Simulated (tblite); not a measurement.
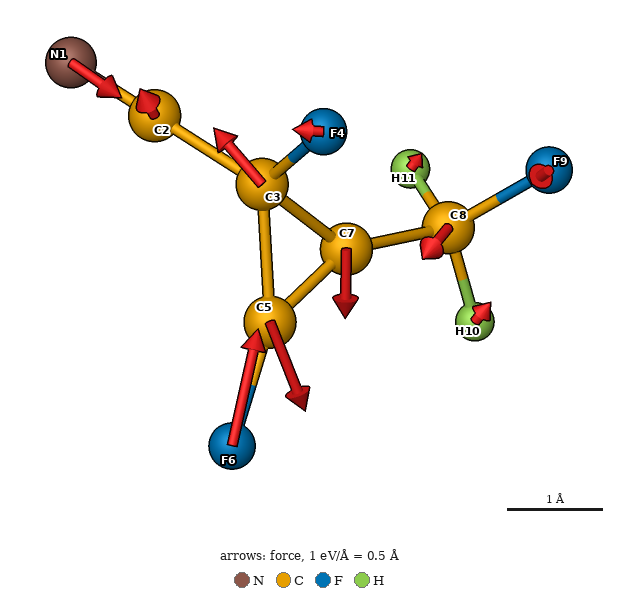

Starting geometry of C5H2F3N with the computed forces as red arrows. A ball-and-stick model, seen at a tilt.

Computed with tblite, GFN2-xTB geometry optimisation, gas phase. 

> Is this structure relaxed? If not, where do the atoms go?

It isn't relaxed: the largest force vector, on F6, is 2.56 eV/Å. The final displacements have little in common with the starting forces (cosine between the two patterns 0.18). F9 moves most after the best rigid fit: 1.72 Å. By element the largest moves are F 1.72 Å, H 1.56 Å, N 0.57 Å, C 0.30 Å. Among the contacts that change: C5–F6 1.382 → 1.306 Å, C2–C3 1.470 → 1.431 Å, C3–C7 1.485 → 1.523 Å, C7–C8 1.503 → 1.471 Å. Bond angles that change, for instance: C3–C5–F6 152.1° → 144.0°, C2–C3–C7 114.7° → 122.1°, C2–C3–F4 118.9° → 112.7°. Groups turn about C7–C8 by about 100°. The energy falls by 39.0 kJ/mol in 148 geometry steps.
